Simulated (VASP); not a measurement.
# Calcium with SCAN: from relaxation to properties

Aim: relax Calcium, then compute properties on the relaxed cell. The steps: relaxing cell and atoms (SCAN), second relaxation, single point with fields (SCAN), bands along the symmetry lines (SCAN), density of states (SCAN) and field gradients at the nuclei (SCAN). Left out of this account: 1 further run (phonons: it ended without a result to show). The start is a cell from a database of measured crystal structures.

Calculated with VASP 6.6.1; SCAN; plane waves and PAW (Ca_sv).

## Step 1: The starting structure

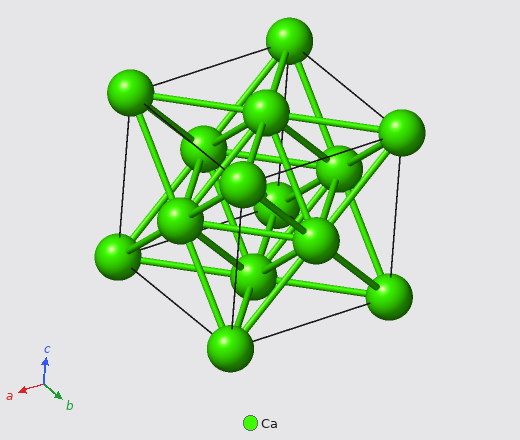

Start, viewed from a free direction; calcium green. This picture shows the conventional cell, with its axes. Some periodic images of atoms are drawn too.

As a file:

```cif
data_structure
_symmetry_space_group_name_H-M 'P 1'
_symmetry_Int_Tables_number 1
_cell_length_a 3.9516
_cell_length_b 3.9516
_cell_length_c 3.9516
_cell_angle_alpha 60.000
_cell_angle_beta 60.000
_cell_angle_gamma 60.000
_cell_volume 43.63
loop_
_atom_site_label
_atom_site_type_symbol
_atom_site_fract_x
_atom_site_fract_y
_atom_site_fract_z
_atom_site_occupancy
Ca1 Ca 0.00000 0.00000 0.00000 1
```

## Step 2: Relaxing cell and atoms (SCAN)

Properties are meant for the cell that this level of theory prefers, so cell and atoms are relaxed first (ISIF = 3) until forces and stress are small; EDIFFG sets the threshold. SCAN adds the kinetic-energy density; it is numerically more delicate than r2SCAN.

Contents of INCAR:

```
SYSTEM = Ca
PREC = Accurate
ENCUT = 400
EDIFF = 1E-06
NELM = 100
ISMEAR = 1
SIGMA = 0.2
LREAL = .FALSE.
ALGO = Normal
METAGGA = SCAN
LASPH = .TRUE.
NBANDS = 11
LORBIT = 11
LWAVE = .FALSE.
LCHARG = .FALSE.
KPAR = 2
IBRION = 2
NSW = 60
ISIF = 3
EDIFFG = -0.01
```

Contents of POSCAR:

```
Ca
1.0
    0.0000000000      2.7942000000      2.7942000000
    2.7942000000      0.0000000000      2.7942000000
    2.7942000000      2.7942000000      0.0000000000
Ca
1
Direct
    0.0000000000      0.0000000000      0.0000000000
```

Contents of KPOINTS:

```
Automatic mesh
0
Gamma
8 8 8
0 0 0
```

The projector-augmented-wave data sets are Ca_sv (PBE family, release 64).

Started as:

```
$ mpirun -np 2 vasp_std
```

Log:

```text
[banner, memory and clock lines left out]
running    2 mpi-ranks, on    1 nodes
 distrk:  each k-point on    1 cores,    2 groups
 distr:  one band on    1 cores,    1 groups

 POSCAR found type information on POSCAR Ca
 POSCAR found :  1 types and       1 ions
|                                                                             |
|               ----> ADVICE to this user running VASP <----                  |
|                                                                             |
|     You enforced a specific xc type in the INCAR file but a different       |
|     [... a line on the potential file left out ...]
|     I HOPE YOU KNOW WHAT YOU ARE DOING!                                     |
|                                                                             |

 LDA part: xc-table for (None), standard interpolation
 POSCAR, INCAR and KPOINTS ok, starting setup
 FFT: planning ... GRIDC
 FFT: planning ... GRID_SOFT
 FFT: planning ... GRID
 WAVECAR not read
 entering main loop
       N       E                     dE             d eps       ncg     rms          rms(c)
DAV:   1     0.496953860463E+02    0.49695E+02   -0.44831E+03   638   0.694E+02
DAV:   2    -0.100422601637E+02   -0.59738E+02   -0.59233E+02   725   0.200E+02
DAV:   3    -0.116116997513E+02   -0.15694E+01   -0.15489E+01   989   0.294E+01
DAV:   4    -0.116775973278E+02   -0.65898E-01   -0.65686E-01   809   0.478E+00
DAV:   5    -0.116781851786E+02   -0.58785E-03   -0.58782E-03   923   0.450E-01    0.706E-01
DAV:   6    -0.961113793005E+01    0.20670E+01   -0.20099E+00  1015   0.982E+00    0.195E+00
DAV:   7    -0.957282623555E+01    0.38312E-01   -0.51318E-02   866   0.186E+00    0.197E+00
DAV:   8    -0.960670202091E+01   -0.33876E-01   -0.18054E-01   983   0.259E+00    0.816E-01
DAV:   9    -0.961069798482E+01   -0.39960E-02   -0.13172E-02   887   0.681E-01    0.599E-01
DAV:  10    -0.961302212922E+01   -0.23241E-02   -0.16521E-02   758   0.122E+00    0.898E-01
DAV:  11    -0.961340412764E+01   -0.38200E-03   -0.29597E-03   728   0.609E-01    0.335E-01
DAV:  12    -0.961335977491E+01    0.44353E-04   -0.16484E-04   741   0.133E-01    0.402E-01
DAV:  13    -0.961616970395E+01   -0.28099E-02   -0.29486E-03   653   0.601E-01    0.819E-02
DAV:  14    -0.961517987842E+01    0.98983E-03   -0.50051E-04   644   0.225E-01    0.846E-03
DAV:  15    -0.961511670437E+01    0.63174E-04   -0.45443E-05   758   0.622E-02    0.761E-03
DAV:  16    -0.961478246844E+01    0.33424E-03   -0.24243E-05   650   0.479E-02    0.156E-02
DAV:  17    -0.961491195186E+01   -0.12948E-03   -0.83489E-06   650   0.286E-02    0.105E-03
DAV:  18    -0.961490356684E+01    0.83850E-05   -0.13783E-06   695   0.118E-02    0.822E-04
DAV:  19    -0.961488231149E+01    0.21255E-04   -0.14258E-07   400   0.373E-03    0.195E-03
DAV:  20    -0.961490283308E+01   -0.20522E-04   -0.50057E-08   346   0.210E-03    0.196E-04
DAV:  21    -0.961490241298E+01    0.42010E-06   -0.18128E-08   337   0.965E-04
   1 F= -.96149024E+01 E0= -.96131104E+01  d E =-.961490E+01
 curvature:   0.00 expect dE= 0.000E+00 dE for cont linesearch  0.000E+00
 trial: gam= 0.00000 g(F)=  0.580E-64 g(S)=  0.116E-02 ort = 0.000E+00 (trialstep = 0.100E+01)
 search vector abs. value=  0.116E-02
 bond charge predicted
       N       E                     dE             d eps       ncg     rms          rms(c)
DAV:   1    -0.962732314177E+01   -0.12420E-01   -0.35361E-01   647   0.632E+00    0.610E-01
DAV:   2    -0.961898754696E+01    0.83356E-02   -0.33422E-02   710   0.185E+00    0.361E-01
DAV:   3    -0.961552643293E+01    0.34611E-02   -0.20778E-02   896   0.118E+00    0.153E-01
DAV:   4    -0.961551976752E+01    0.66654E-05   -0.12808E-03   916   0.336E-01    0.427E-02
DAV:   5    -0.961571782235E+01   -0.19805E-03   -0.86723E-05   925   0.943E-02    0.127E-02
DAV:   6    -0.961579047091E+01   -0.72649E-04   -0.33660E-05  1087   0.276E-02    0.840E-03
DAV:   7    -0.961581732124E+01   -0.26850E-04   -0.11575E-06   736   0.732E-03    0.520E-03
DAV:   8    -0.961591676054E+01   -0.99439E-04   -0.16906E-06   702   0.129E-02    0.634E-03
DAV:   9    -0.961590218899E+01    0.14572E-04   -0.70502E-07   419   0.723E-03    0.309E-03
DAV:  10    -0.961588295031E+01    0.19239E-04   -0.20765E-07   334   0.540E-03    0.112E-04
DAV:  11    -0.961588163897E+01    0.13113E-05   -0.29135E-08   337   0.195E-03    0.637E-05
DAV:  12    -0.961588205456E+01   -0.41559E-06   -0.89383E-09   334   0.915E-04
   2 F= -.96158821E+01 E0= -.96141060E+01  d E =-.979642E-03
[...]
3 F= -.96159179E+01 E0= -.96141434E+01  d E =-.101552E-02
 curvature:  -0.34 expect dE=-0.648E-05 dE for cont linesearch -0.648E-05
 ZBRENT: increasing intervall
 opt :   1.2363  next Energy=    -9.615930 (dE=-0.103E-02)
 bond charge predicted
       N       E                     dE             d eps       ncg     rms          rms(c)
DAV:   1    -0.961622182972E+01   -0.30369E-03   -0.88433E-03   650   0.100E+00    0.960E-02
DAV:   2    -0.961607058909E+01    0.15124E-03   -0.82924E-04   724   0.292E-01    0.570E-02
DAV:   3    -0.961590628889E+01    0.16430E-03   -0.51402E-04   874   0.187E-01    0.240E-02
DAV:   4    -0.961593051228E+01   -0.24223E-04   -0.32293E-05   895   0.544E-02    0.690E-03
DAV:   5    -0.961595054635E+01   -0.20034E-04   -0.22641E-06   841   0.153E-02    0.187E-03
DAV:   6    -0.961595879877E+01   -0.82524E-05   -0.81988E-07   523   0.462E-03    0.124E-03
DAV:   7    -0.961596280854E+01   -0.40098E-05   -0.94765E-08   328   0.227E-03    0.945E-04
DAV:   8    -0.961598270121E+01   -0.19893E-04   -0.88686E-08   325   0.291E-03    0.131E-03
DAV:   9    -0.961598055784E+01    0.21434E-05   -0.43797E-08   328   0.156E-03    0.852E-04
DAV:  10    -0.961597704407E+01    0.35138E-05   -0.17722E-08   325   0.107E-03    0.312E-04
DAV:  11    -0.961597540216E+01    0.16419E-05   -0.96151E-09   328   0.798E-04    0.863E-06
DAV:  12    -0.961597554503E+01   -0.14287E-06   -0.42276E-09   328   0.427E-04
   4 F= -.96159755E+01 E0= -.96142043E+01  d E =-.107313E-02
 curvature:  -0.62 expect dE=-0.920E-08 dE for cont linesearch -0.920E-08
 trial: gam= 0.00000 g(F)=  0.459E-59 g(S)=  0.149E-07 ort =-0.415E-05 (trialstep = 0.105E+01)
 search vector abs. value=  0.150E-07
 reached required accuracy - stopping structural energy minimisation
```

Elapsed: 59 s, on 2 MPI ranks of Intel Xeon 6975P-C (Granite Rapids), shared host; peak memory 0.29 GiB.

The logs omit lines about the potential files and the build; timing stands in the text.

OUTCAR, selected parts (step 2):

```text
ion  position               nearest neighbor table
   1  0.000  0.000  0.000-

  LATTYP: Found a face centered cubic cell.
 ALAT       =     5.5884000000

 Subroutine GETGRP returns: Found 48 space group operations
 (whereof 48 operations were pure point group operations)

The static configuration has the point symmetry O_h .

 Found     29 irreducible k-points:

   k-points           NKPTS =     29   k-points in BZ     NKDIM =     29   number of bands    NBANDS=     11

   dimension x,y,z NGX =    28 NGY =   28 NGZ =   28
   dimension x,y,z NGXF=    56 NGYF=   56 NGZF=   56

   ENCUT  =  400.0 eV  29.40 Ry    5.42 a.u.   6.44  6.44  6.44*2*pi/ulx,y,z

   NELECT =      10.0000    total number of electrons

 k-points in reciprocal lattice and weights: Automatic mesh
   0.00000000  0.00000000  0.00000000       0.002
   0.12500000  0.00000000  0.00000000       0.016
   0.25000000  0.00000000  0.00000000       0.016
   0.37500000  0.00000000  0.00000000       0.016
   0.50000000  0.00000000  0.00000000       0.008
   0.12500000  0.12500000  0.00000000       0.012
   0.25000000  0.12500000  0.00000000       0.047
   0.37500000  0.12500000  0.00000000       0.047
   0.50000000  0.12500000  0.00000000       0.047
[...]
-0.37500000  0.50000000  0.12500000       0.023
  -0.25000000  0.50000000  0.25000000       0.012

 average (electrostatic) potential at core
       1 -53.0609

 E-fermi :   1.8706

 k-point     1 :       0.0000    0.0000    0.0000
  band No.  band energies     occupation
      1     -41.9768      2.00000
      2     -21.9747      2.00000
      3     -21.9747      2.00000
      4     -21.9746      2.00000
      5      -2.2477      2.00000
      6       4.5203     -0.00000
      7       4.5205     -0.00000
      8       4.5205     -0.00000
      9       5.6598     -0.00000
     10       5.6598     -0.00000
    ...

 k-point     2 :       0.1250    0.0000    0.0000
  band No.  band energies     occupation
      1     -41.9749      2.00000
      2     -21.9947      2.00000
      3     -21.9775      2.00000
      4     -21.9774      2.00000
      5      -1.9750      2.00000
      6       4.2237     -0.00000
      7       4.6155     -0.00000
      8       4.6156     -0.00000
      9       5.5845     -0.00000
     10       5.5845     -0.00000
    ...

 k-point     3 :       0.2500    0.0000    0.0000
  band No.  band energies     occupation
      1     -41.9703      2.00000
      2     -22.0425      2.00000
      3     -21.9842      2.00000
      4     -21.9840      2.00000
      5      -1.1973      2.00000
      6       3.5164     -0.00000
      7       4.6662     -0.00000
      8       4.6663     -0.00000
      9       5.6687     -0.00000
     10       5.6687     -0.00000
    ...

  Total        0.0003208      0.0003208      0.0003208     -0.0000000      0.0000000     -0.0000000
  in kB        0.0119699      0.0119699      0.0119699     -0.0000000      0.0000000     -0.0000000
  external PRESSURE =       0.0119699 kB  Pullay stress =       0.0000000 kB

  energy-cutoff  :      400.00
  volume of cell :       42.94
      direct lattice vectors                 reciprocal lattice vectors
    -0.000000000  2.779299052  2.779299052    -0.179901475  0.179901475  0.179901475
     2.779299052  0.000000000  2.779299052     0.179901475 -0.179901475  0.179901475
     2.779299052  2.779299052 -0.000000000     0.179901475  0.179901475 -0.179901475

 POSITION                                       TOTAL-FORCE (eV/Angst)
 -----------------------------------------------------------------------------------
      2.77930      2.77930      5.55860         0.000000     -0.000000     -0.000000
 -----------------------------------------------------------------------------------
    total drift:                                0.000000      0.000000      0.000000

  FREE ENERGIE OF THE ION-ELECTRON SYSTEM (eV)
  ---------------------------------------------------
  free  energy   TOTEN  =        -9.6159755450 eV

  energy  without entropy=       -9.6106616674  energy(sigma->0) =       -9.61420425

 reached required accuracy - stopping structural energy minimisation

 total charge
# of ion       s       p       d       tot
------------------------------------------
    1        2.073   5.837   0.142   8.052

[... 3 further parts left out ...]
```

CONTCAR:

```
Ca
   1.00000000000000
    -0.0000000000000000    2.7792990520373504    2.7792990520373504
     2.7792990520373504    0.0000000000000000    2.7792990520373504
     2.7792990520373504    2.7792990520373504   -0.0000000000000000
  Ca
     1
Direct
     1.0000000000000000    1.0000000000000000    0.0000000000000000
```

The k-mesh is coarse for a metal. The PAW data sets were made with PBE, which is usual practice but a small mismatch for other functionals. The run keeps the 48 symmetry operations of its start, so it cannot find a distortion of lower symmetry.

Step by step:

| step | energy less that of the first step (eV) | largest force (eV/Å) | pressure (GPa) | volume (Å³) |
| --- | --- | --- | --- | --- |
| 1 | 0.0000 | 0.0000 | -0.33 | 43.63 |
| 2 | -0.0010 | 0.0000 | -0.06 | 43.07 |
| 3 | -0.0010 | 0.0000 | -0.04 | 43.03 |
| 4 | -0.0011 | 0.0000 | 0.00 | 42.94 |

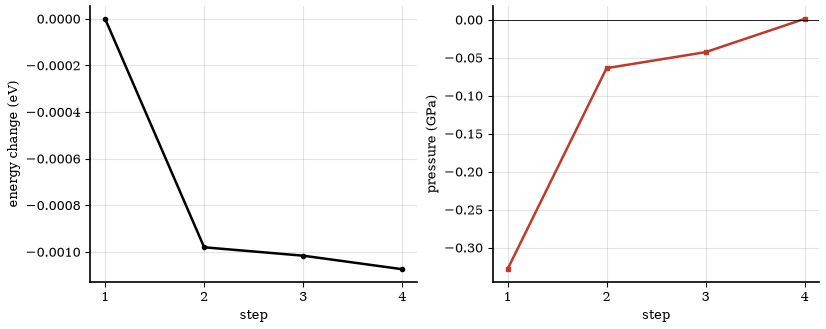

Energy and pressure along the relaxation.

| conventional cell, symmetrised | before | after | change |
| --- | --- | --- | --- |
| a (Å) | 5.588 | 5.559 | -0.5 % |
| b (Å) | 5.588 | 5.559 | -0.5 % |
| c (Å) | 5.588 | 5.559 | -0.5 % |
| volume (Å³/atom) | 43.63 | 42.94 | -1.6 % |

Final coordinates:

```cif
data_structure
_symmetry_space_group_name_H-M 'P 1'
_symmetry_Int_Tables_number 1
_cell_length_a 3.9305
_cell_length_b 3.9305
_cell_length_c 3.9305
_cell_angle_alpha 60.000
_cell_angle_beta 60.000
_cell_angle_gamma 60.000
_cell_volume 42.94
loop_
_atom_site_label
_atom_site_type_symbol
_atom_site_fract_x
_atom_site_fract_y
_atom_site_fract_z
_atom_site_occupancy
Ca1 Ca 0.00000 0.00000 0.00000 1
```

This step gave:

```
electrons                       : 10
bands                           : 11
irreducible k-points            : 29
symmetry operations             : 48
free energy (TOTEN)             : -9.616 eV
energy at zero smearing         : -9.614 eV
Fermi energy                    : 1.871 eV
pressure                        : 0.001197 GPa
metallic                        : yes
SCF cycles over all ionic steps : 55
```

It ends with forces that vanish by symmetry and a pressure of 0.00 GPa. The volume lies -1.6 % from that of the database's start, which holds the thermal and zero-point expansion of its experiment.

## Step 3: Second relaxation

The basis stayed that of the start cell while the cell moved. A rerun from the cell reached resets it; the error of the finite cutoff stays.

INCAR is that of step 2.

Contents of POSCAR:

```
Ca
1.0
    0.0000000000      2.7792990520      2.7792990520
    2.7792990520      0.0000000000      2.7792990520
    2.7792990520      2.7792990520      0.0000000000
Ca
1
Direct
    0.0000000000      0.0000000000      0.0000000000
```

KPOINTS is that of step 2.

Started as:

```
$ mpirun -np 2 vasp_std
```

Log:

```text
[banner, memory and clock lines left out]
running    2 mpi-ranks, on    1 nodes
 distrk:  each k-point on    1 cores,    2 groups
 distr:  one band on    1 cores,    1 groups

 POSCAR found type information on POSCAR Ca
 POSCAR found :  1 types and       1 ions
 [... a notice as in an earlier step ...]

 LDA part: xc-table for (None), standard interpolation
 POSCAR, INCAR and KPOINTS ok, starting setup
 FFT: planning ... GRIDC
 FFT: planning ... GRID_SOFT
 FFT: planning ... GRID
 WAVECAR not read
 entering main loop
       N       E                     dE             d eps       ncg     rms          rms(c)
DAV:   1     0.532093997065E+02    0.53209E+02   -0.45571E+03   638   0.693E+02
DAV:   2    -0.101097355715E+02   -0.63319E+02   -0.62812E+02   728   0.202E+02
DAV:   3    -0.116225997515E+02   -0.15129E+01   -0.14921E+01   938   0.302E+01
DAV:   4    -0.116836356585E+02   -0.61036E-01   -0.60580E-01   810   0.496E+00
DAV:   5    -0.116859708390E+02   -0.23352E-02   -0.23350E-02   904   0.666E-01    0.704E-01
DAV:   6    -0.961171498188E+01    0.20743E+01   -0.19937E+00  1015   0.981E+00    0.193E+00
DAV:   7    -0.957501063166E+01    0.36704E-01   -0.49701E-02   866   0.183E+00    0.196E+00
DAV:   8    -0.960860270334E+01   -0.33592E-01   -0.16354E-01   970   0.248E+00    0.736E-01
DAV:   9    -0.961137772606E+01   -0.27750E-02   -0.12768E-02   837   0.665E-01    0.599E-01
DAV:  10    -0.961377903592E+01   -0.24013E-02   -0.52860E-03   732   0.759E-01    0.399E-01
DAV:  11    -0.961306515215E+01    0.71388E-03   -0.24258E-02   731   0.155E+00    0.539E-01
DAV:  12    -0.961399685759E+01   -0.93171E-03   -0.18444E-03   886   0.334E-01    0.334E-01
DAV:  13    -0.961653228911E+01   -0.25354E-02   -0.18849E-03   702   0.477E-01    0.496E-02
DAV:  14    -0.961642195702E+01    0.11033E-03   -0.52471E-04   849   0.257E-01    0.267E-02
DAV:  15    -0.961603314169E+01    0.38882E-03   -0.23292E-05   740   0.496E-02    0.352E-02
DAV:  16    -0.961594457924E+01    0.88562E-04   -0.71558E-05   787   0.749E-02    0.783E-03
DAV:  17    -0.961578614638E+01    0.15843E-03   -0.82214E-06   945   0.245E-02    0.180E-03
DAV:  18    -0.961575560211E+01    0.30544E-04   -0.28431E-07   437   0.457E-03    0.930E-04
DAV:  19    -0.961573318356E+01    0.22419E-04   -0.20277E-07   387   0.396E-03    0.166E-03
DAV:  20    -0.961575207118E+01   -0.18888E-04   -0.90671E-08   352   0.290E-03    0.425E-05
DAV:  21    -0.961575072714E+01    0.13440E-05   -0.24306E-08   352   0.119E-03    0.422E-05
DAV:  22    -0.961574950968E+01    0.12175E-05   -0.99058E-09   352   0.588E-04    0.111E-04
DAV:  23    -0.961575205487E+01   -0.25452E-05   -0.41436E-09   346   0.460E-04    0.441E-05
DAV:  24    -0.961575172556E+01    0.32931E-06   -0.15645E-09   343   0.243E-04
   1 F= -.96157517E+01 E0= -.96139797E+01  d E =-.961575E+01
 curvature:   0.00 expect dE= 0.000E+00 dE for cont linesearch  0.000E+00
 trial: gam= 0.00000 g(F)=  0.117E-63 g(S)=  0.607E-07 ort = 0.000E+00 (trialstep = 0.100E+01)
 search vector abs. value=  0.608E-07
 reached required accuracy - stopping structural energy minimisation
```

It took 25 s on 2 MPI ranks; peak memory 0.29 GiB; 43 s of CPU time.

Parts of OUTCAR (step 3):

```text
  LATTYP: Found a face centered cubic cell.
 ALAT       =     5.5585981040

The static configuration has the point symmetry O_h .

 Found     29 irreducible k-points:

   ENCUT  =  400.0 eV  29.40 Ry    5.42 a.u.   6.41  6.41  6.41*2*pi/ulx,y,z

   NELECT =      10.0000    total number of electrons

 E-fermi :   1.8706

 k-point     1 :       0.0000    0.0000    0.0000
  band No.  band energies     occupation
      1     -41.9766      2.00000
      2     -21.9748      2.00000
      3     -21.9748      2.00000
      4     -21.9746      2.00000
      5      -2.2472      2.00000
      6       4.5215     -0.00000
      7       4.5217     -0.00000
      8       4.5217     -0.00000
      9       5.6608     -0.00000
     10       5.6608     -0.00000
    ...

 k-point     2 :       0.1250    0.0000    0.0000
  band No.  band energies     occupation
      1     -41.9748      2.00000
      2     -21.9947      2.00000
      3     -21.9776      2.00000
      4     -21.9774      2.00000
      5      -1.9749      2.00000
      6       4.2239     -0.00000
      7       4.6158     -0.00000
      8       4.6159     -0.00000
      9       5.5848     -0.00000
     10       5.5848     -0.00000
    ...

  Total       -0.0006478     -0.0006478     -0.0006478      0.0000000      0.0000000     -0.0000000
  in kB       -0.0241705     -0.0241705     -0.0241705      0.0000000      0.0000000     -0.0000000
  external PRESSURE =      -0.0241705 kB  Pullay stress =       0.0000000 kB

  energy-cutoff  :      400.00
  volume of cell :       42.94
      direct lattice vectors                 reciprocal lattice vectors
     0.000000000  2.779299052  2.779299052    -0.179901475  0.179901475  0.179901475
     2.779299052  0.000000000  2.779299052     0.179901475 -0.179901475  0.179901475
     2.779299052  2.779299052  0.000000000     0.179901475  0.179901475 -0.179901475

 POSITION                                       TOTAL-FORCE (eV/Angst)
 -----------------------------------------------------------------------------------
      0.00000      0.00000      0.00000         0.000000      0.000000      0.000000
 -----------------------------------------------------------------------------------
    total drift:                               -0.000000     -0.000000     -0.000000

  FREE ENERGIE OF THE ION-ELECTRON SYSTEM (eV)
  ---------------------------------------------------
  free  energy   TOTEN  =        -9.6157517256 eV

  energy  without entropy=       -9.6104356735  energy(sigma->0) =       -9.61397971

[... 8 parts as in an earlier step ...]

[... 4 further parts left out ...]
```

Little changed from the start: no atom moved by 0.005 Å and no cell edge by 0.1 %.

Numbers from this step:

* pressure: -0.002417 GPa
* SCF cycles over all ionic steps: 24

It ends with forces that vanish by symmetry and a pressure of 0.00 GPa. The volume moved by under 0.01 %: the run met its threshold at the first step.

[end of part 1 of 3]

[Lines on the potential files, build, host, timing and source positions are cut from VASP's logs without a mark.]

[Logs are printed without paths, hosts, clocks, repeated set-up lines and the standing remarks that a program may print on its own settings, such as how far it seeks lower states.]

[Hosts, paths, dates, database ids (printed as entryN), source tags and the programs' standing remarks are cut or masked in the printed files.]

[A measured line is paired with the nearest computed mode of its activity, which favours agreement.]
